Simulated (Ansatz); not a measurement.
**ClGeH₇Si₂: basis-set convergence**

Aim: see how fast density functionals converge with the basis set for ClGeH₇Si₂.

Program: Ansatz 0.2.0, Gaussian basis. Level of theory: one geometry, several basis sets. These are calculated values, not measurements.

The runs, in order: PBE0-D4/def2-SVP; ωB97M-V/def2-SVP; PBE0-D4/def2-QZVPP; ωB97M-V/def2-QZVPP; the functionals' def2-TZVPP values are taken from earlier runs.

## 1. The relaxed structure

All runs share one geometry, relaxed beforehand with PBE0-D4 in a triple-zeta def2 set.

SMILES `[SiH3][GeH2][SiH2]Cl`, 11 atoms, charge 0, spin multiplicity 1.

Atoms are counted from 1 here; the program's logs count them from 0.

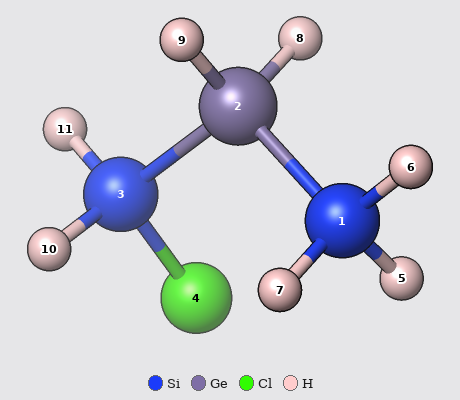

The geometry (silicon blue, germanium purple, chlorine green, hydrogen pink); atoms are numbered from 1 in the order of the file.

## 2. PBE0-D4 in def2-SVP

in.yaml

```yaml
crystal:
  periodic: [false, false, false]
  atoms:
    - {symbol: Si, position_ang: [-1.289874, 1.422994, 0.428169]}
    - {symbol: Ge, position_ang: [0.066175, -0.466446, 0.927819]}
    - {symbol: Si, position_ang: [1.342903, -1.065958, -0.985283]}
    - {symbol: Cl, position_ang: [0.064630, -1.208903, -2.600739]}
    - {symbol: H, position_ang: [-2.276895, 1.064421, -0.621478]}
    - {symbol: H, position_ang: [-2.011602, 1.878604, 1.645147]}
    - {symbol: H, position_ang: [-0.429185, 2.529192, -0.066796]}
    - {symbol: H, position_ang: [-0.807674, -1.662562, 1.344950]}
    - {symbol: H, position_ang: [1.028824, -0.151824, 2.089300]}
    - {symbol: H, position_ang: [2.349632, -0.022497, -1.302675]}
    - {symbol: H, position_ang: [2.028263, -2.373921, -0.837813]}
basis:
  gaussian: {orbitals: def2-SVP}
hamiltonian: {xc: pbe0, dispersion: d4}
output: {orbitals: {seedname: orbitals}}
```

Run with:

```console
> ansatz run in.yaml --threads 4 --pin off --events-out ev --progress --plain --max-ram 10444MiB
```

After this run come: ωB97M-V in def2-SVP; PBE0-D4 in def2-QZVPP; ωB97M-V in def2-QZVPP.

Before running them: what should the planned runs give, taken together? Wanted: PBE0-D4: double and triple zeta above quadruple; ωB97M-V: double and triple zeta above quadruple.

The runs gave:

| quantity | value |
| --- | --- |
| PBE0-D4: double and triple zeta above quadruple | 19.20, 2.12 eV |
| ωB97M-V: double and triple zeta above quadruple | 19.13, 2.04 eV |

What this shows: PBE0-D4 gains 17.07 eV from double to triple zeta, then 2.12 eV more. These are total energies; as a rule much of such shifts cancels in differences, which this series doesn't test. The LUMO of ωB97M-V is positive and keeps falling with the basis (1.58 to 0.94 eV): an unbound level that the basis holds in place.
